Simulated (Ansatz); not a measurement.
# One shape, several levels: triplet GeSiNH7

Aim: a comparison of 4 runs (UB3LYP/6-31G*, U-revPBE/def2-SVP, UBHLYP/def2-SVP, UPBE0/def2-SVP) of triplet GeSiNH7. 

The calculation is run with Ansatz 0.2.0.

37 further runs of the same task are left out: 37 set aside as unsound or not needed.

### Step 1. Starting point

The species is GeSiNH7 (10 atoms), meant as a triplet with charge 0. SMILES of the parent species: `[SiH3][NH][GeH3]`. The coordinates come from a PBE0-D4/def2-TZVP relaxation. That shape belongs to the parent species and isn't relaxed for this state.

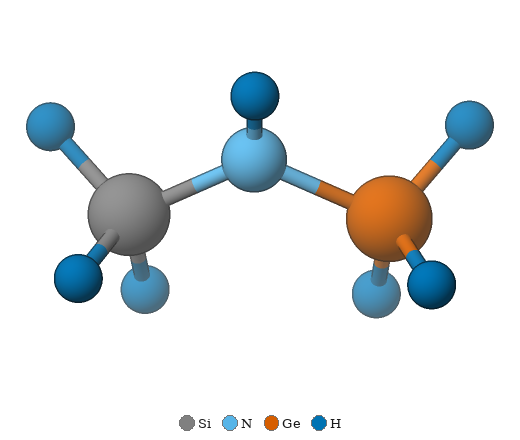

The structure, seen from a chosen angle (silicon grey, nitrogen blue, germanium orange, hydrogen blue).

### Step 2. A single-point energy at UB3LYP/6-31G(d) (Cartesian functions) (run 1)

input.yaml

```yaml
basis:
  gaussian:
    orbitals: "6-31G*"
crystal:
  periodic: [false, false, false]
  atoms:
    - {symbol: Si, position_ang: [-1.146800, 0.522200, -0.945600]}
    - {symbol: "N", position_ang: [0.461400, 0.319100, -0.375700]}
    - {symbol: Ge, position_ang: [1.020100, -0.675800, 1.066200]}
    - {symbol: H, position_ang: [-1.923700, -0.668500, -0.512900]}
    - {symbol: H, position_ang: [-1.160200, 0.627200, -2.430500]}
    - {symbol: H, position_ang: [-1.835500, 1.735800, -0.416100]}
    - {symbol: H, position_ang: [1.159100, 0.952900, -0.736500]}
    - {symbol: H, position_ang: [-0.018900, -1.787400, 1.262400]}
    - {symbol: H, position_ang: [1.119900, 0.180400, 2.345600]}
    - {symbol: H, position_ang: [2.407800, -1.257200, 0.745900]}
magnetization:
  spin_polarized: true
  initial_magnetization: 2
output:
  orbitals: {seedname: orbitals}
total_charge: 0
accuracy: high
hamiltonian:
  xc: {name: B3LYP}
```

The run is started by

```console
ansatz run input.yaml --threads 1 --pin off --max-ram 3480MiB --events-out events.jsonl --progress --plain --runs-dir runs
```

Output:

```text
Warning: RAYON_NUM_THREADS=1 ignored (pool sized by the plan → 1); use --threads N
Functional definition: B3LYP
  name "B3LYP"
  parameter a0 = 0.2
  parameter ax = 0.72
  parameter ac = 0.81
  exchange = (1 - a0 - ax)*slater_x + ax*b88_x + a0*exact_x
  correlation = (1 - ac)*vwn_rpa_c + ac*lyp_c
1815 factors; integrals over basis functions are off by at most 4.8e-9 eV
mean field evaluation 1: about -65982.0621 eV, gradient 3.8e1 eV
mean field evaluation 2: about -65965.3291 eV, gradient 6.7e1 eV
mean field evaluation 4: about -65988.2298 eV, gradient 4.7e0 eV
mean field evaluation 8: about -65988.5140 eV, gradient 7.6e-1 eV
mean field evaluation 16: about -65988.5193 eV, gradient 6.6e-4 eV
mean field -65988.51925474 eV, -2425.0333539868 hartree, gradient 1.5e-8 eV, S^2 2.005047; 0 other end points of the search recorded, 0 dependent functions left out
reference -65988.51930252 eV, -2425.0333557428 hartree; 31, 29 occupied and 52, 54 virtual orbitals, 1815 factors
Total energy: -65988.51930252 eV, -2425.0333557428 hartree
```

Run time: 20 s. Hardware: 1 thread of Arm Neoverse V1, shared host; peak memory 0.45 GiB.

### Step 3. The energy at U-revPBE/def2-SVP (run 2)

molecule.yaml

```yaml
crystal:
  periodic: [false, false, false]
  atoms:
    - symbol: Si
      position_ang: [-1.146800, 0.522200, -0.945600]
    - symbol: N
      position_ang: [0.461400, 0.319100, -0.375700]
    - symbol: Ge
      position_ang: [1.020100, -0.675800, 1.066200]
    - symbol: H
      position_ang: [-1.923700, -0.668500, -0.512900]
    - symbol: H
      position_ang: [-1.160200, 0.627200, -2.430500]
    - symbol: H
      position_ang: [-1.835500, 1.735800, -0.416100]
    - symbol: H
      position_ang: [1.159100, 0.952900, -0.736500]
    - symbol: H
      position_ang: [-0.018900, -1.787400, 1.262400]
    - symbol: H
      position_ang: [1.119900, 0.180400, 2.345600]
    - symbol: H
      position_ang: [2.407800, -1.257200, 0.745900]
basis:
  gaussian:
    orbitals: def2-SVP
output: {orbitals: {seedname: orbitals}}
accuracy: high
magnetization:
  spin_polarized: true
  initial_magnetization: 2
hamiltonian:
  xc: {name: revPBE}
total_charge: 0
```

The run is started by

```console
ansatz run molecule.yaml --threads 1 --pin off --max-ram 3480MiB --events-out events.jsonl --progress --plain --runs-dir runs
```

Output:

```text
Warning: RAYON_NUM_THREADS=1 ignored (pool sized by the plan → 1); use --threads N
Functional definition: revPBE
  name "revPBE"
  parameter kappa = 1.245
  parameter beta = 0.06672455060314922
  exchange = pbe_x(kappa = kappa, mu = beta*pi^2/3)
  correlation = pbe_c(beta = beta)
2209 factors; integrals over basis functions are off by at most 4.3e-9 eV
mean field evaluation 1: about -65970.2837 eV, gradient 4.1e1 eV
mean field evaluation 2: about -65931.6343 eV, gradient 8.8e1 eV
mean field evaluation 4: about -65975.9251 eV, gradient 1.3e1 eV
mean field evaluation 8: about -65977.5259 eV, gradient 3.2e-1 eV
mean field evaluation 16: about -65977.5213 eV, gradient 2.2e-4 eV
mean field evaluation 32: about -65975.1761 eV, gradient 6.2e0 eV
mean field -65977.52125218 eV, -2424.6291848473 hartree, gradient 4.4e-8 eV, S^2 2.003506; 3 other end points of the search recorded, 0 dependent functions left out
reference -65977.52125706 eV, -2424.6291850268 hartree; 31, 29 occupied and 68, 70 virtual orbitals, 2209 factors
Total energy: -65977.52125706 eV, -2424.6291850268 hartree
```

Run time: 18 s. Hardware: 1 thread of Arm Neoverse V1, shared host; peak memory 0.35 GiB.

Run 3 isn't shown in full; the table further down has it.

### Step 4. The energy at UPBE0/def2-SVP (run 4)

input.yaml: that of step 2 with these lines changed.

```diff
@@ -1,4 +1 @@
-basis:
-  gaussian:
-    orbitals: "6-31G*"
 crystal:
@@ -16,2 +13,7 @@
     - {symbol: H, position_ang: [2.407800, -1.257200, 0.745900]}
+basis:
+  gaussian:
+    orbitals: def2-SVP
+output:
+  orbitals: {seedname: orbitals}
 magnetization:
@@ -19,7 +21,4 @@
   initial_magnetization: 2
-output:
-  orbitals: {seedname: orbitals}
-total_charge: 0
 accuracy: high
 hamiltonian:
-  xc: {name: B3LYP}
+  xc: {name: PBE0}
```

The run is started by

```console
ansatz run input.yaml --threads 1 --pin off --max-ram 3480MiB --events-out events.jsonl --progress --plain --runs-dir runs
```

Output:

```text
Warning: RAYON_NUM_THREADS=1 ignored (pool sized by the plan → 1); use --threads N
Functional definition: PBE0
  name "PBE0"
  parameter a = 0.25
  parameter kappa = 0.804
  parameter beta = 0.06672455060314922
  exchange = (1 - a)*pbe_x(kappa = kappa, mu = beta*pi^2/3) + a*exact_x
  correlation = pbe_c(beta = beta)
2209 factors; integrals over basis functions are off by at most 4.3e-9 eV
mean field evaluation 1: about -65967.1052 eV, gradient 3.1e1 eV
mean field evaluation 2: about -65958.6039 eV, gradient 5.1e1 eV
mean field evaluation 4: about -65971.3290 eV, gradient 3.6e0 eV
mean field evaluation 8: about -65971.5652 eV, gradient 1.2e-1 eV
mean field evaluation 16: about -65971.5655 eV, gradient 9.3e-4 eV
mean field evaluation 32: about -65970.6819 eV, gradient 4.4e0 eV
mean field -65971.56547881 eV, -2424.4103142131 hartree, gradient 6.9e-8 eV, S^2 2.005967; 2 other end points of the search recorded, 0 dependent functions left out
reference -65971.56548174 eV, -2424.4103143207 hartree; 31, 29 occupied and 68, 70 virtual orbitals, 2209 factors
Total energy: -65971.56548174 eV, -2424.4103143207 hartree
```

It took 25 s on 1 thread of Arm Neoverse V1, shared host; peak memory 0.55 GiB.

### Step 5. All runs side by side

```
run                                level  Cartesian functions   energy (Eh)  HOMO energy (eV)   ⟨S²⟩  wall time
  1  UB3LYP/6-31G* (Cartesian functions)                  yes  -2425.033356             -1.89  2.005       20 s
  2                    U-revPBE/def2-SVP                   no  -2424.629185             -1.26  2.004       18 s
  3                      UBHLYP/def2-SVP                   no  -2424.801092             -2.28  2.007       21 s
  4                       UPBE0/def2-SVP                   no  -2424.410314             -1.94  2.006       25 s
```

### Step 6. What came out

| quantity | value |
| --- | --- |
| run 4: total energy | -2424.41031 Eh |
| run 4: HOMO energy (highest over α and β) | -1.94 eV |
| run 4: ⟨S²⟩ | 2.006 |

**Reading.** Totals of different functionals can't be ranked against each other. All runs together took 83 s, the longest 25 s.
